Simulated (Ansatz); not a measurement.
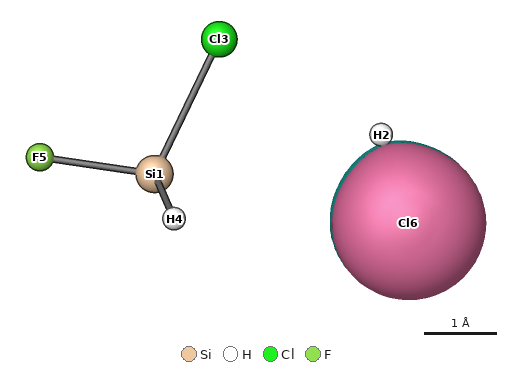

The picture shows: ClFHSi···HCl (doublet). The HOMO−1 (α) at ±0.15 Å⁻³ᐟ² (teal and pink are the two phases), seen at a tilt.

All numbers below come from UKS B3LYP/def2-SVP (Ansatz).

```xyz
6

Si   -0.3841   -0.2959   -0.3620
H     0.8692    0.0148    2.6194
Cl    1.6534   -0.4084    0.1126
H    -0.7750    1.1498   -0.3595
F    -0.5555   -0.8419   -1.8842
Cl   -0.2362    0.2755    3.2387
```

**What is the character of this orbital?**

Its weight (Hirshfeld) is mainly on Cl6 (about 95 %); largely a lone pair of Cl6. Its energy is −8.88 eV.
